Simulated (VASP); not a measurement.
Band structure of Ir (fcc). These are r2SCAN meta-GGA, VASP's PBE PAW potentials (set 64) (plane waves; VASP 6.6.1) values and carry that method's errors.

Unless said otherwise, spin-orbit coupling is left out, though it shifts the bands of the heavy elements here.

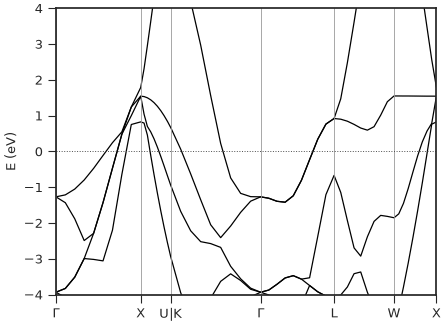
Fig. 1. Bands along high-symmetry lines, zero at the valence-band maximum or, without a gap, the Fermi level

Read the plot: is there a gap, and where are the band edges?

It has no gap at this level: it comes out as a metal or semimetal.

The compound is Ir in the fcc structure. It was relaxed first.
